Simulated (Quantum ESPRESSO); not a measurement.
## Fe3PO7 (Grattarolaite): which magnetic order is lowest

A self-consistent run ends on one state, which hangs on the start. Several orders of Fe3PO7 (Grattarolaite) are started in Quantum ESPRESSO and their energies compared.

Main program and level: Quantum ESPRESSO 7.5; PBEsol; plane waves with GBRV 1.5 PBEsol potentials, no spin-orbit coupling.

Experimental background.

“Partial Antiferromagnetic Helical Order in Fe3PO4O3” (2019, arxiv:1910.08818) quotes from earlier work for Fe3PO4O3, rhombohedral, non-centrosymmetric (earlier work): moment (ordered moment per Fe3+) 4.3 μB [literature value derived from Mössbauer spectra, not from magnetic diffraction …].

## (1) Set-up

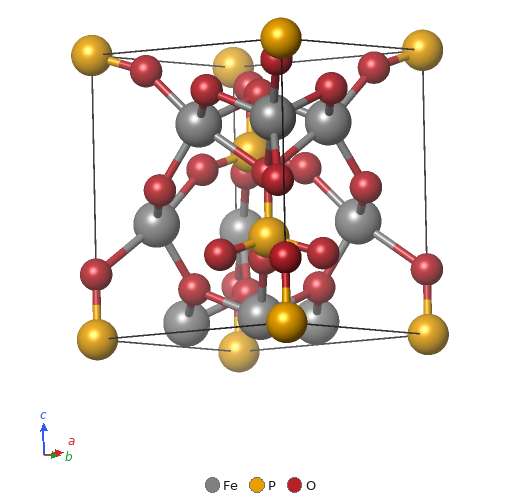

The starting structure, seen slightly off an axis (iron grey, phosphorus orange, oxygen red). This picture shows the conventional cell, with its axes. Bonds to atoms that aren't drawn are left out. Some periodic images of atoms are drawn too.

The cell comes from the Crystallography Open Database.

## (2) Run 1, typed as ferro +++

The signs are those of the starting moments on the seeded atoms, the atoms that are given a moment.

Contents of pw.in:

```
&CONTROL
  calculation = 'scf'
  prefix = 'pwscf'
  outdir = './tmp'
  pseudo_dir = './pseudo'
  disk_io = 'nowf'
/
&SYSTEM
  ibrav = 0
  celldm(1) = 8
  nat = 11
  ntyp = 3
  ecutwfc = 40
  ecutrho = 280
  nbnd = 68
  occupations = 'smearing'
  smearing = 'fd'
  degauss = 0.00367493
  nspin = 2
  starting_magnetization(1) = 0.25
  starting_magnetization(2) = 0
  starting_magnetization(3) = 0
/
&ELECTRONS
  conv_thr = 2.2d-08
  electron_maxstep = 150
  mixing_beta = 0.3
/
ATOMIC_SPECIES
Fe     55.8450 fe_pbesol_v1.5.uspp.F.UPF
P      30.9738 p_pbesol_v1.5.uspp.F.UPF
O      15.9990 o_pbesol_v1.2.uspp.F.UPF
CELL_PARAMETERS alat
   0.9455717096096    0.5459260810892    0.5403829330623
  -0.9455717096096    0.5459260810892    0.5403829330623
   0.0000000000000   -1.0918521621548    0.5403829330623
ATOMIC_POSITIONS crystal
Fe      0.5395000000    0.1485000000    0.5395000000
Fe      0.5395000000    0.5395000000    0.1485000000
Fe      0.1485000000    0.5395000000    0.5395000000
P       0.0000000000    0.0000000000    0.0000000000
O       0.2289000000    0.2289000000    0.2289000000
O       0.3895000000    0.7668000000    0.3895000000
O       0.3895000000    0.3895000000    0.7668000000
O       0.7668000000    0.3895000000    0.3895000000
O       0.8330000000    0.1440000000    0.8330000000
O       0.8330000000    0.8330000000    0.1440000000
O       0.1440000000    0.8330000000    0.8330000000
K_POINTS automatic
4 4 4 0 0 0
```

On the command line:

```sh
$ OMP_NUM_THREADS=1 mpirun -n 4 pw.x -nk 4 -in pw.in > pw.out
```

Log:

```text
Program PWSCF v.7.5 starts

     Message from routine setup:
     using ibrav=0 with symmetry is DISCOURAGED, use correct ibrav instead

     K-points division:     npool     =       4
     Subspace diagonalization in iterative solution of the eigenvalue problem:

     G-vector sticks info
     --------------------
     sticks:   dense  smooth     PW     G-vecs:    dense   smooth      PW
     Sum        2057    1183    361                67667    29297    5067

     Using Slab Decomposition

     bravais-lattice index     =            0
     lattice parameter (alat)  =       8.0000  a.u.
     unit-cell volume          =     856.9414 (a.u.)^3
     number of atoms/cell      =           11
     number of atomic types    =            3
     number of electrons       =        95.00
     number of Kohn-Sham states=           68
     kinetic-energy cutoff     =      40.0000  Ry
     charge density cutoff     =     280.0000  Ry
     scf convergence threshold =      2.2E-08
     mixing beta               =       0.3000
     number of iterations used =            8  plain     mixing
     Exchange-correlation= SLA  PW   PSX  PSC
                           (   1   4  10   8   0   0   0)

     celldm(1)=   8.000000  celldm(2)=   0.000000  celldm(3)=   0.000000
     celldm(4)=   0.000000  celldm(5)=   0.000000  celldm(6)=   0.000000

     crystal axes: (cart. coord. in units of alat)
               a(1) = (   0.945572   0.545926   0.540383 )
               a(2) = (  -0.945572   0.545926   0.540383 )
               a(3) = (   0.000000  -1.091852   0.540383 )

     reciprocal axes: (cart. coord. in units 2 pi/alat)
               b(1) = (  0.528781  0.305292  0.616847 )
               b(2) = ( -0.528781  0.305292  0.616847 )
               b(3) = ( -0.000000 -0.610583  0.616847 )

     PseudoPot. # 1 for Fe read from file:
     fe_pbesol_v1.5.uspp.F.UPF
     Pseudo is Ultrasoft + core correction, Zval = 16.0
     Generated by new atomic code, or converted to UPF format
     Using radial grid of  861 points,  6 beta functions with:
                l(1) =   0
                l(2) =   0
                l(3) =   1
                l(4) =   1
                l(5) =   2
                l(6) =   2
     Q(r) pseudized with  8 coefficients,  rinner =    1.000   1.000   1.000
                                                       1.000   1.000

     PseudoPot. # 2 for P  read from file:
     p_pbesol_v1.5.uspp.F.UPF
     Pseudo is Ultrasoft + core correction, Zval =  5.0
     Generated by new atomic code, or converted to UPF format
     Using radial grid of  903 points,  6 beta functions with:
                l(1) =   0
                l(2) =   0
                l(3) =   1
                l(4) =   1
                l(5) =   2
                l(6) =   2
     Q(r) pseudized with  8 coefficients,  rinner =    1.300   1.300   1.300
                                                       1.300   1.300

     PseudoPot. # 3 for O  read from file:
     o_pbesol_v1.2.uspp.F.UPF
     Pseudo is Ultrasoft + core correction, Zval =  6.0
     Generated by new atomic code, or converted to UPF format
     Using radial grid of  737 points,  5 beta functions with:
                l(1) =   0
                l(2) =   0
                l(3) =   1
                l(4) =   1
                l(5) =   2
     Q(r) pseudized with  8 coefficients,  rinner =    0.900   0.900   0.900
                                                       0.900   0.900

     atomic species   valence    mass     pseudopotential
     Fe               16.00    55.84500     Fe( 1.00)
     P                 5.00    30.97380     P ( 1.00)
     O                 6.00    15.99900     O ( 1.00)

     Starting magnetic structure
     atomic species   magnetization
     Fe              0.250
     P               0.000
     O               0.000

      6 Sym. Ops. (no inversion) found

   Cartesian axes

     site n.     atom                  positions (alat units)
         1        Fe     tau(   1) = (   0.3697185  -0.2134571   0.6633201  )
         2        Fe     tau(   2) = (   0.0000000   0.4269142   0.6633201  )
         3        Fe     tau(   3) = (  -0.3697185  -0.2134571   0.6633201  )
         4        P      tau(   4) = (   0.0000000   0.0000000   0.0000000  )
         5        O      tau(   5) = (  -0.0000000   0.0000000   0.3710810  )
         6        O      tau(   6) = (  -0.3567642   0.2059779   0.8353239  )
         7        O      tau(   7) = (  -0.0000000  -0.4119558   0.8353239  )
         8        O      tau(   8) = (   0.3567642   0.2059779   0.8353239  )
         9        O      tau(   9) = (   0.6514989  -0.3761431   0.9780931  )
        10        O      tau(  10) = (   0.0000000   0.7522861   0.9780931  )
        11        O      tau(  11) = (  -0.6514989  -0.3761431   0.9780931  )

     number of k points=    13  Fermi-Dirac smearing, width (Ry)=  0.0037
                       cart. coord. in units 2pi/alat
        k(    1) = (   0.0000000   0.0000000   0.0000000), wk =   0.0156250
        k(    2) = (  -0.0000000  -0.1526458   0.1542116), wk =   0.0937500
        k(    3) = (   0.0000000   0.3052916  -0.3084233), wk =   0.0468750
        k(    4) = (  -0.1321952  -0.0763229   0.3084233), wk =   0.0937500
        k(    5) = (  -0.1321952   0.3816145  -0.1542116), wk =   0.1875000
        [... 8 further k-points ...]

     Dense  grid:    67667 G-vectors     FFT dimensions: (  54,  54,  54)

     Smooth grid:    29297 G-vectors     FFT dimensions: (  40,  40,  40)

     Check: negative core charge=   -0.000028
     Generating pointlists ...
     new r_m :   0.1843 (alat units)  1.4747 (a.u.) for type    1
     new r_m :   0.1463 (alat units)  1.1707 (a.u.) for type    2
     new r_m :   0.1463 (alat units)  1.1707 (a.u.) for type    3

     Initial potential from superposition of free atoms

     starting charge      91.9998, renormalised to      95.0000
     Starting wfcs are   71 randomized atomic wfcs

     Self-consistent Calculation

     iteration #  1     ecut=    40.00 Ry     beta= 0.30
     Davidson diagonalization with overlap
     ethr =  1.00E-02,  avg # of iterations =  4.9

     total energy              =    -991.35311136 Ry
     estimated scf accuracy    <       2.23788026 Ry

     total magnetization       =    14.99 Bohr mag/cell
     absolute magnetization    =    14.99 Bohr mag/cell

     iteration #  2     ecut=    40.00 Ry     beta= 0.30
     Davidson diagonalization with overlap
     ethr =  2.36E-03,  avg # of iterations =  1.8

     total energy              =    -991.54353068 Ry
     estimated scf accuracy    <       1.59406231 Ry

     total magnetization       =    10.78 Bohr mag/cell
     absolute magnetization    =    10.78 Bohr mag/cell

     iteration #  3     ecut=    40.00 Ry     beta= 0.30
     Davidson diagonalization with overlap
     ethr =  1.68E-03,  avg # of iterations =  1.0

     total energy              =    -991.80515762 Ry
     estimated scf accuracy    <       0.32689381 Ry

     total magnetization       =    14.84 Bohr mag/cell
     absolute magnetization    =    14.84 Bohr mag/cell

     [... further iterations left out ...]

     iteration # 11     ecut=    40.00 Ry     beta= 0.30
     Davidson diagonalization with overlap
     ethr =  4.35E-09,  avg # of iterations =  1.8

     total energy              =    -991.84779280 Ry
     estimated scf accuracy    <       0.00000066 Ry

     total magnetization       =    14.95 Bohr mag/cell
     absolute magnetization    =    14.96 Bohr mag/cell

     iteration # 12     ecut=    40.00 Ry     beta= 0.30
     Davidson diagonalization with overlap
     ethr =  6.98E-10,  avg # of iterations =  2.0

     total energy              =    -991.84779315 Ry
     estimated scf accuracy    <       0.00000007 Ry

     total magnetization       =    14.95 Bohr mag/cell
     absolute magnetization    =    14.96 Bohr mag/cell

     iteration # 13     ecut=    40.00 Ry     beta= 0.30
     Davidson diagonalization with overlap
     ethr =  7.84E-11,  avg # of iterations =  2.0

     total energy              =    -991.84779322 Ry
     estimated scf accuracy    <       0.00000003 Ry

     total magnetization       =    14.95 Bohr mag/cell
     absolute magnetization    =    14.96 Bohr mag/cell

     iteration # 14     ecut=    40.00 Ry     beta= 0.30
     Davidson diagonalization with overlap
     ethr =  2.78E-11,  avg # of iterations =  2.1

     Magnetic moment per site  (integrated on atomic sphere of radius R)
     atom   1 (R=0.184)  charge= 12.7781  magn=  3.7025
     atom   2 (R=0.184)  charge= 12.7781  magn=  3.7025
     atom   3 (R=0.184)  charge= 12.7781  magn=  3.7025
     atom   4 (R=0.146)  charge=  0.8133  magn=  0.0165
     atom   5 (R=0.146)  charge=  4.1261  magn=  0.1721
     atom   6 (R=0.146)  charge=  4.0493  magn=  0.3858
     atom   7 (R=0.146)  charge=  4.0493  magn=  0.3858
     atom   8 (R=0.146)  charge=  4.0493  magn=  0.3858
     atom   9 (R=0.146)  charge=  4.1496  magn=  0.1401
     atom  10 (R=0.146)  charge=  4.1496  magn=  0.1401
     atom  11 (R=0.146)  charge=  4.1496  magn=  0.1401

     End of self-consistent calculation

     [... lines left out ...]
     the Fermi energy is     7.7035 ev

!    total energy              =    -991.84779327 Ry
     estimated scf accuracy    <          1.4E-09 Ry
     smearing contrib. (-TS)   =      -0.00071823 Ry
     internal energy E=F+TS    =    -991.84707505 Ry

     The total energy is F=E-TS. E is the sum of the following terms:
     one-electron contribution =    -652.50868508 Ry
     hartree contribution      =     366.22541726 Ry
     xc contribution           =    -143.64489268 Ry
     ewald contribution        =    -561.91891455 Ry

     total magnetization       =    14.95 Bohr mag/cell
     absolute magnetization    =    14.96 Bohr mag/cell

     convergence has been achieved in  14 iterations

=------------------------------------------------------------------------------=
   JOB DONE.
=------------------------------------------------------------------------------=
```

The job ended after 30 s (4 MPI ranks of AMD EPYC 9R14 (Zen 4), shared host; peak memory 0.83 GiB).

Spin moment in the atom's sphere by atom:

```
atom  spin moment in the atom's sphere (μB)
 Fe1                                   3.70
 Fe2                                   3.70
 Fe3                                   3.70
  P4                                   0.02
  O5                                   0.17
  O6                                   0.39
  O7                                   0.39
  O8                                   0.39
  O9                                   0.14
 O10                                   0.14
 O11                                   0.14
```

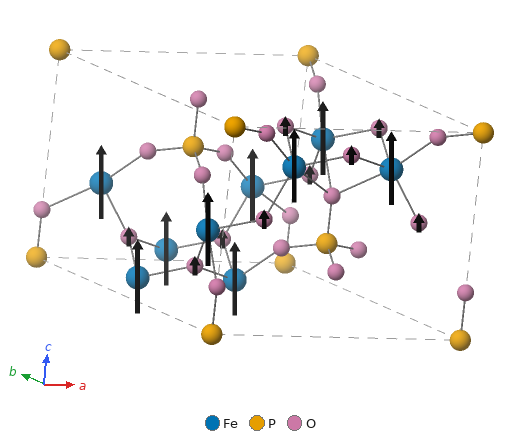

Spin moment in the atom's sphere as arrows, the longest 3.70 μB. Up and down stand for the sign. Arrows give size and sign along the axis of quantisation, drawn up and down the page. Each arrow also spans its atom, so small moments look longer than they are. Bonds to atoms that aren't drawn are left out. Some periodic images of atoms are drawn too.

This step gave:

```yaml
smearing_term_ts: 0.009772 eV
magnetization: 14.95 μB
absolute_magnetization: 14.96 μB
final_state: ferromagnetic
```

(Part 1 of 2 ends here.)

[Logs and program files are shortened in this print: banners, set-up blocks, solver, clock and traceback lines can be left out without a mark of their own.]

[Logs are printed without paths, hosts, clocks, repeated set-up lines and the standing remarks that a program may print on its own settings, such as how far it seeks lower states.]

[Hosts, paths, dates, database ids (printed as entryN), source tags and the programs' standing remarks are cut or masked in the printed files.]

[Where a cell is said to come from a database of computed structures, the database is the Materials Project.]
